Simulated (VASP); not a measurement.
**TlAgCl2 with r2SCAN: from relaxation to properties**

What structure does TlAgCl2 take at this level, and what are its properties? The steps: rough relaxation of the start cell, full relaxation (r2SCAN), single point with fields (r2SCAN), band structure (r2SCAN) and density of states (r2SCAN). The cell is invented: it takes the structure of COD entry 9008597, AgCl (space group 225 there), with some of its atoms replaced by other elements, volume scaled by an estimate. It may not be a known or stable phase.

Method: r2SCAN; plane waves and PAW (Tl_d, Ag, Cl); invented cell, in VASP 6.6.1.

## (1) The structure

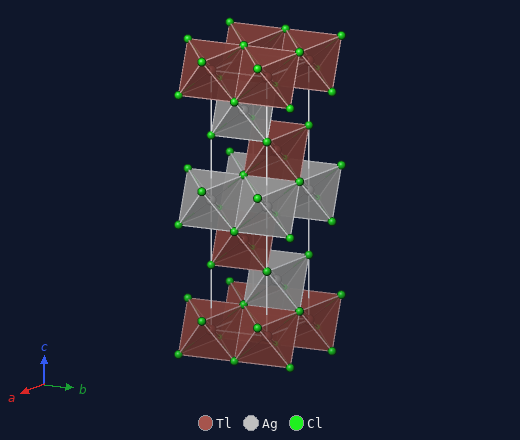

The starting structure, seen from a free direction (thallium brown, silver light grey, chlorine green). This picture shows the conventional cell, with its axes. Some periodic images of atoms are drawn too.

Coordinates:

```xyz
4
Lattice="2.0201 1.1663 6.5975 -2.0201 1.1663 6.5975 0.0000 -2.3326 6.5975" Properties=species:S:1:pos:R:3 pbc="T T T"
Tl    0.0000    0.0000    0.0000
Ag    0.0000    0.0000    9.8963
Cl    0.0000    0.0000   14.8445
Cl    0.0000    0.0000    4.9482
```

## (2) Rough relaxation of the start cell

The start is only an estimate, so a cheap relaxation brings it near a minimum before any careful run. r2SCAN adds the kinetic-energy density, costs more than a GGA and is run with LASPH.

INCAR

```
SYSTEM = TlAgCl2
PREC = Normal
ENCUT = 400
EDIFF = 1E-05
NELM = 60
ISMEAR = 0
SIGMA = 0.05
LREAL = .FALSE.
ALGO = Normal
METAGGA = R2SCAN
LASPH = .TRUE.
NBANDS = 25
LORBIT = 11
LWAVE = .FALSE.
LCHARG = .FALSE.
KPAR = 2
IBRION = 2
NSW = 40
ISIF = 3
EDIFFG = -0.04
```

POSCAR

```
TlAgCl2
1.0
    2.0200770000      1.1662920000      6.5975440000
   -2.0200770000      1.1662920000      6.5975440000
    0.0000000000     -2.3325840000      6.5975440000
Tl Ag Cl
1 1 2
Direct
    0.0000000000      0.0000000000      0.0000000000
    0.5000000000      0.5000000000      0.5000000000
    0.7500000000      0.7500000000      0.7500000000
    0.2500000000      0.2500000000      0.2500000000
```

KPOINTS

```
Automatic mesh
0
Gamma
5 5 5
0 0 0
```

PAW data sets: Tl_d, Ag and Cl (PBE family, release 64).

The run is started by

```console
> mpirun -np 2 vasp_std
```

What it wrote:

```text
[banner, memory and clock lines left out]
running    2 mpi-ranks, on    1 nodes
 distrk:  each k-point on    1 cores,    2 groups
 distr:  one band on    1 cores,    1 groups

 POSCAR found type information on POSCAR TlAgCl
 POSCAR found :  3 types and       4 ions
|                                                                             |
|               ----> ADVICE to this user running VASP <----                  |
|                                                                             |
|     You enforced a specific xc type in the INCAR file but a different       |
|     [... a line on the potential file left out ...]
|     I HOPE YOU KNOW WHAT YOU ARE DOING!                                     |
|                                                                             |

 LDA part: xc-table for (None), standard interpolation
 POSCAR, INCAR and KPOINTS ok, starting setup
 FFT: planning ... GRIDC
 FFT: planning ... GRID_SOFT
 FFT: planning ... GRID
 WAVECAR not read
 entering main loop
       N       E                     dE             d eps       ncg     rms          rms(c)
DAV:   1     0.128346288442E+03    0.12835E+03   -0.16706E+04   958   0.114E+03
DAV:   2    -0.889884268957E+02   -0.21733E+03   -0.21153E+03  1116   0.277E+02
DAV:   3    -0.100051128437E+03   -0.11063E+02   -0.11001E+02  1115   0.613E+01
DAV:   4    -0.100168778623E+03   -0.11765E+00   -0.11756E+00  1121   0.700E+00
DAV:   5    -0.100170475076E+03   -0.16965E-02   -0.16961E-02  1127   0.848E-01    0.984E+00
DAV:   6    -0.894823253222E+02    0.10688E+02   -0.65373E+00   954   0.220E+01    0.798E+00
DAV:   7    -0.893852047156E+02    0.97121E-01   -0.49921E-01   975   0.520E+00    0.464E+00
DAV:   8    -0.893770872340E+02    0.81175E-02   -0.13328E-01  1096   0.310E+00    0.129E+00
DAV:   9    -0.893813882331E+02   -0.43010E-02   -0.99516E-03  1126   0.760E-01    0.433E-01
DAV:  10    -0.893803556713E+02    0.10326E-02   -0.77896E-03   968   0.725E-01    0.115E-01
DAV:  11    -0.893803806766E+02   -0.25005E-04   -0.39985E-04  1033   0.221E-01    0.400E-02
DAV:  12    -0.893803972281E+02   -0.16551E-04   -0.53968E-05   951   0.654E-02    0.145E-02
DAV:  13    -0.893804050996E+02   -0.78715E-05   -0.12560E-05   667   0.295E-02
   1 F= -.89380405E+02 E0= -.89380405E+02  d E =-.893804E+02
 curvature:   0.00 expect dE= 0.000E+00 dE for cont linesearch  0.000E+00
 trial: gam= 0.00000 g(F)=  0.304E+00 g(S)=  0.624E+00 ort = 0.000E+00 (trialstep = 0.100E+01)
 search vector abs. value=  0.928E+00
 bond charge predicted
       N       E                     dE             d eps       ncg     rms          rms(c)
DAV:   1    -0.961728587405E+02   -0.67925E+01   -0.17847E+02   950   0.104E+02    0.200E+01
DAV:   2    -0.906051376423E+02    0.55677E+01   -0.15877E+01   994   0.312E+01    0.653E+00
DAV:   3    -0.899729072493E+02    0.63223E+00   -0.19202E+00  1022   0.120E+01    0.553E+00
DAV:   4    -0.898706839410E+02    0.10222E+00   -0.26122E-01  1002   0.339E+00    0.181E+00
DAV:   5    -0.898653657263E+02    0.53182E-02   -0.27710E-02  1084   0.155E+00    0.321E-01
DAV:   6    -0.898655022949E+02   -0.13657E-03   -0.30554E-03  1067   0.358E-01    0.106E-01
DAV:   7    -0.898655490065E+02   -0.46712E-04   -0.98704E-05  1142   0.688E-02    0.628E-02
DAV:   8    -0.898655742840E+02   -0.25278E-04   -0.19434E-05   803   0.433E-02    0.121E-02
DAV:   9    -0.898655767536E+02   -0.24696E-05   -0.54593E-06   509   0.169E-02
   2 F= -.89865577E+02 E0= -.89865577E+02  d E =-.485172E+00
[...]
3 F= -.89875830E+02 E0= -.89875830E+02  d E =-.495425E+00
[...]
4 F= -.89964220E+02 E0= -.89964220E+02  d E =-.883891E-01
[...]
5 F= -.90093625E+02 E0= -.90093625E+02  d E =-.217794E+00
[...]
6 F= -.90094630E+02 E0= -.90094630E+02  d E =-.218799E+00
 curvature:  -2.19 expect dE=-0.167E-01 dE for cont linesearch -0.376E-04
 trial: gam= 0.17796 g(F)=  0.371E-03 g(S)=  0.727E-02 ort =-0.133E-02 (trialstep = 0.168E+01)
 search vector abs. value=  0.105E-01
 bond charge predicted
       N       E                     dE             d eps       ncg     rms          rms(c)
DAV:   1    -0.902370833550E+02   -0.14246E+00   -0.47598E+00   950   0.156E+01    0.272E+00
DAV:   2    -0.901131230061E+02    0.12396E+00   -0.46901E-01  1045   0.582E+00    0.820E-01
DAV:   3    -0.901016234466E+02    0.11500E-01   -0.42900E-02  1051   0.155E+00    0.617E-01
DAV:   4    -0.901000303305E+02    0.15931E-02   -0.52335E-03  1000   0.601E-01    0.195E-01
DAV:   5    -0.900999699856E+02    0.60345E-04   -0.72782E-04  1076   0.256E-01    0.839E-02
DAV:   6    -0.900999734319E+02   -0.34463E-05   -0.97160E-05  1110   0.645E-02
   7 F= -.90099973E+02 E0= -.90099973E+02  d E =-.534381E-02
 trial-energy change:   -0.005344  1 .order   -0.005222   -0.012420    0.001977
 step:   1.4566(harm=  1.4468)  dis= 0.01672  next Energy=   -90.100103 (dE=-0.547E-02)
 reached required accuracy - stopping structural energy minimisation
```

It took 8 min on 2 MPI ranks of AMD EPYC 7R43, shared host; peak memory 0.42 GiB; 16 min of CPU time.

The logs omit lines about the potential files and the build; timing stands in the text.

From OUTCAR (step 2):

```text
ion  position               nearest neighbor table
   1  0.000  0.000  0.000-   3 2.86   3 2.86   4 2.86   4 2.86   3 2.86   4 2.86
   2  0.500  0.500  0.500-   4 2.86   4 2.86   3 2.86   3 2.86   4 2.86   3 2.86
   3  0.750  0.750  0.750-   2 2.86   2 2.86   1 2.86   1 2.86   2 2.86   1 2.86
   4  0.250  0.250  0.250-   1 2.86   1 2.86   2 2.86   2 2.86   1 2.86   2 2.86

  LATTYP: Found a trigonal (rhomboedric) cell.
 ALAT       =     6.9977521353
 COS(alpha) =     0.8333333398

 Subroutine GETGRP returns: Found 12 space group operations
 (whereof 12 operations were pure point group operations)

The static configuration has the point symmetry D_3d.

 Found     19 irreducible k-points:

   k-points           NKPTS =     19   k-points in BZ     NKDIM =     19   number of bands    NBANDS=     25

   dimension x,y,z NGX =    36 NGY =   36 NGZ =   36
   dimension x,y,z NGXF=    72 NGYF=   72 NGZF=   72

   ENCUT  =  400.0 eV  29.40 Ry    5.42 a.u.  11.41 11.41 11.41*2*pi/ulx,y,z

   NELECT =      38.0000    total number of electrons

 k-points in reciprocal lattice and weights: Automatic mesh
   0.00000000  0.00000000  0.00000000       0.008
   0.20000000 -0.00000000  0.00000000       0.048
   0.40000000 -0.00000000 -0.00000000       0.048
   0.20000000  0.20000000 -0.00000000       0.048
   0.40000000  0.20000000  0.00000000       0.096
  -0.40000000  0.20000000  0.00000000       0.096
  -0.20000000  0.20000000  0.00000000       0.048
   0.40000000  0.40000000 -0.00000000       0.048
  -0.40000000  0.40000000  0.00000000       0.048
[...]
0.40000000  0.40000000  0.40000000       0.016
  -0.40000000  0.40000000  0.40000000       0.048

 average (electrostatic) potential at core
       1 -91.5652       2 -78.7580       3 -95.2415       4 -95.2415

 E-fermi :   2.8310

 k-point     1 :       0.0000    0.0000    0.0000
  band No.  band energies     occupation
    ...
     15       0.6826      2.00000
     16       0.6826      2.00000
     17       1.1994      2.00000
     18       2.2888      2.00000
     19       2.2888      2.00000
     20       6.2593      0.00000
     21       7.1602      0.00000
     22       8.9021      0.00000
     23       8.9021      0.00000
     24      11.9742      0.00000
    ...

 k-point     2 :       0.2000   -0.0000    0.0000
  band No.  band energies     occupation
    ...
     15       0.8113      2.00000
     16       0.9523      2.00000
     17       1.2996      2.00000
     18       2.1520      2.00000
     19       2.2282      2.00000
     20       6.5212      0.00000
     21       7.0296      0.00000
     22       8.4789      0.00000
     23       8.8912      0.00000
     24      10.8688      0.00000
    ...

 k-point     3 :       0.4000   -0.0000   -0.0000
  band No.  band energies     occupation
    ...
     15       0.8813      2.00000
     16       0.8923      2.00000
     17       1.1286      2.00000
     18       2.0680      2.00000
     19       2.0998      2.00000
     20       6.0404      0.00000
     21       6.8229      0.00000
     22       8.6093      0.00000
     23       8.6928      0.00000
     24       9.7275      0.00000
    ...

  Total       -0.1052419     -0.1052419      0.0242489      0.0000000      0.0000000      0.0000000
  in kB       -1.6115793     -1.6115793      0.3713256      0.0000000      0.0000000      0.0000000
  external PRESSURE =      -0.9506110 kB  Pullay stress =       0.0000000 kB

  energy-cutoff  :      400.00
  volume of cell :      104.63
      direct lattice vectors                 reciprocal lattice vectors
     2.087726763  1.205349609  6.929626158     0.239494942  0.138272469  0.048102643
    -2.087726763  1.205349609  6.929626158    -0.239494942  0.138272469  0.048102643
     0.000000000 -2.410699218  6.929626158     0.000000000 -0.276544938  0.048102643

 POSITION                                       TOTAL-FORCE (eV/Angst)
 -----------------------------------------------------------------------------------
      0.00000      0.00000      0.00000        -0.000000     -0.000000     -0.000000
      0.00000      0.00000     10.39444        -0.000000     -0.000000      0.000000
      0.00000      0.00000     15.91820        -0.000000      0.000000     -0.031711
      0.00000      0.00000      4.87068         0.000000     -0.000000      0.031711
 -----------------------------------------------------------------------------------
    total drift:                                0.000000      0.000000      0.000000

  FREE ENERGIE OF THE ION-ELECTRON SYSTEM (eV)
  ---------------------------------------------------
  free  energy   TOTEN  =       -90.0999734319 eV

  energy  without entropy=      -90.0999734319  energy(sigma->0) =      -90.09997343

 reached required accuracy - stopping structural energy minimisation

 total charge
# of ion       s       p       d       tot
------------------------------------------
    1        1.324   0.125   9.660  11.108
    2        0.188   0.129   9.383   9.700
    3        1.610   3.519   0.000   5.129
    4        1.610   3.519   0.000   5.129
--------------------------------------------------
tot          4.732   7.291  19.043  31.065

[... 3 further parts left out ...]
```

CONTCAR:

```
TlAgCl2
   1.00000000000000
     2.0877267629845466    1.2053496088922064    6.9296261584340879
    -2.0877267629845466    1.2053496088922064    6.9296261584340879
     0.0000000000000000   -2.4106992177844129    6.9296261584340879
  Tl              Ag              Cl
     1     1     2
Direct
     0.0000000000000000    0.0000000000000000    0.0000000000000000
     0.5000000000000000    0.5000000000000000    0.5000000000000000
     0.7657073140351310    0.7657073140351310    0.7657073140351310
     0.2342926859648688    0.2342926859648688    0.2342926859648688
```

The gap is read on the k-mesh alone, so it is an upper bound where the band edges lie off the mesh. This relaxation is a rough one on cheap settings, only to bring the start near its minimum. The PAW data sets were made with PBE, which is usual practice but a small mismatch for other functionals. After so large a change of volume the plane waves of the start cell no longer fit, so the final stress carries a basis-set error. The run keeps the 12 symmetry operations of its start, so it cannot find a distortion of lower symmetry.

Relaxation path:

```
step  energy less that of the first step (eV)  largest force (eV/Å)  pressure (GPa)  volume (Å³)
   1                                   0.0000                1.7755            7.13        93.26
   2                                  -0.4852                0.9156           -0.50       107.99
   3                                  -0.4954                0.8042           -1.34       110.74
   4                                  -0.5838                0.6556           -1.05       108.69
   5                                  -0.7132                0.1253            0.44       103.08
   6                                  -0.7142                0.0620            0.67       102.49
   7                                  -0.7196                0.0317           -0.10       104.63
```

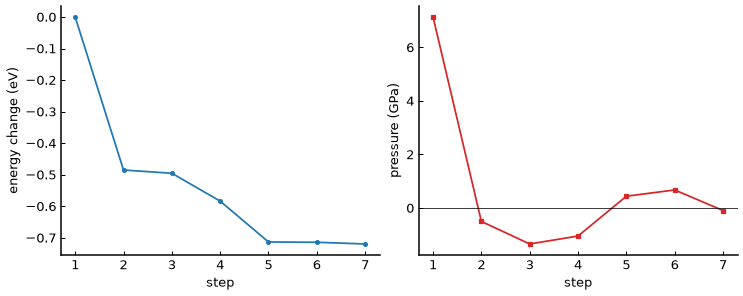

Energy and pressure along the relaxation.

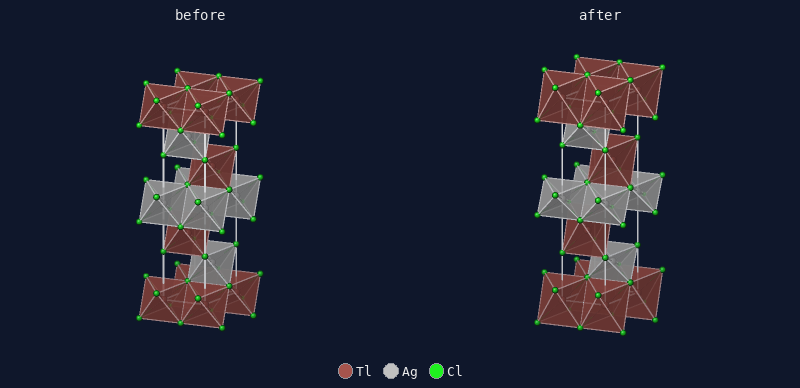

The structure before and after the relaxation, drawn at the same scale.

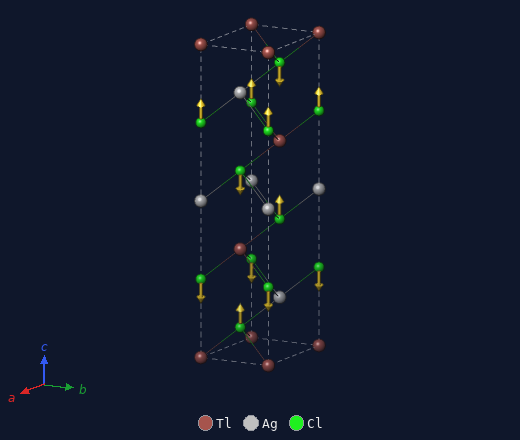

Displacements in the relaxation, exaggerated, measured against the changing cell; the longest in the cell stands for 0.33 Å. Bonds to atoms that aren't drawn are left out. Some periodic images of atoms are drawn too.

```
conventional cell, symmetrised  before   after   change
                         a (Å)   4.040   4.175   +3.3 %
                         b (Å)   4.040   4.175   +3.3 %
                         c (Å)  19.793  20.789   +5.0 %
              volume (Å³/atom)   23.32   26.16  +12.2 %
```

The atoms that moved most (Å, as changes of fractional coordinates times the final cell):

```csv
atom,dx,dy,dz,length
Cl3,0.000,0.000,0.327,0.327
Cl4,0.000,0.000,-0.327,0.327
```

The relaxed structure:

```
Tl Ag Cl
1.0
     2.08773    1.20535    6.92963
    -2.08773    1.20535    6.92963
     0.00000   -2.41070    6.92963
Tl Ag Cl
1 1 2
Cartesian
  0.0000 0.0000 0.0000
  0.0000 0.0000 10.3944
  0.0000 0.0000 15.9182
  0.0000 0.0000 4.8707
```

This step gave:

```yaml
electrons: 38
bands: 25
irreducible_k_points: 19
symmetry_operations: 12
free_energy_toten: -90.1000 eV
fermi_energy: 2.831 eV
pressure: -0.09506 GPa
metallic: no
valence_top_at_k: -0.2, 0.2, 0
conduction_bottom_at_k: 0.4, 0.4, 0.4
least_direct_gap_at_k: 0.4, 0.4, 0.4
scf_cycles_over_all_ionic_steps: 53
gap_on_the_k_mesh: 2.585 eV
least_direct_gap_on_the_k_mesh: 2.969 eV
```

It ends with a largest force of 0.032 eV/Å and a pressure of -0.10 GPa.

(Part 1 of 3 ends here.)

[Lines on the potential files, build, host, timing and source positions are cut from VASP's logs without a mark.]

[Logs are printed without paths, hosts, clocks, repeated set-up lines and the standing remarks that a program may print on its own settings, such as how far it seeks lower states.]

[Hosts, paths, dates, database ids (printed as entryN), source tags and the programs' standing remarks are cut or masked in the printed files.]

[A measured line is paired with the nearest computed mode of its activity, which favours agreement.]
